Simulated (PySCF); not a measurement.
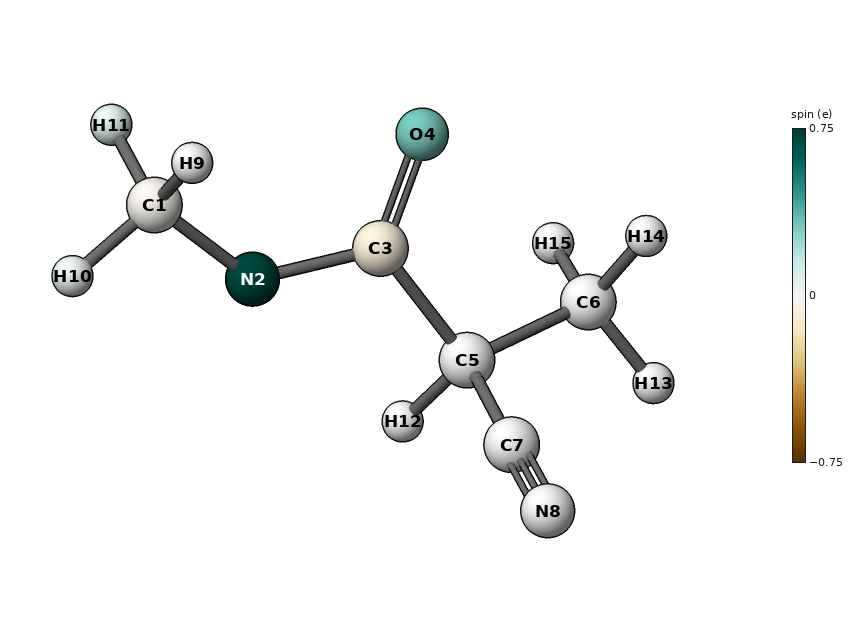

Atoms are coloured by their Mulliken spin populations. State: neutral, doublet. The computed structure is the end point of a GFN2-xTB optimisation. No frequency run is at hand to confirm it as a minimum. Level of theory: UKS B3LYP, pcH-1 on C H N O, non-relativistic (PySCF 2.14.0).

Give the Mulliken spin populations atom by atom.

```json
{"atom": "C1", "value (e)": "−0.03"}
{"atom": "N2", "value (e)": "0.71"}
{"atom": "C3", "value (e)": "−0.08"}
{"atom": "O4", "value (e)": "0.31"}
{"atom": "C5", "value (e)": "0.00"}
{"atom": "C6", "value (e)": "0.00"}
{"atom": "C7", "value (e)": "0.00"}
{"atom": "N8", "value (e)": "0.01"}
{"atom": "H9", "value (e)": "0.00"}
{"atom": "H10", "value (e)": "0.03"}
{"atom": "H11", "value (e)": "0.06"}
{"atom": "H12", "value (e)": "0.00"}
{"atom": "H13", "value (e)": "0.00"}
{"atom": "H14", "value (e)": "0.00"}
{"atom": "H15", "value (e)": "0.00"}
```

Mulliken values depend strongly on the basis set.
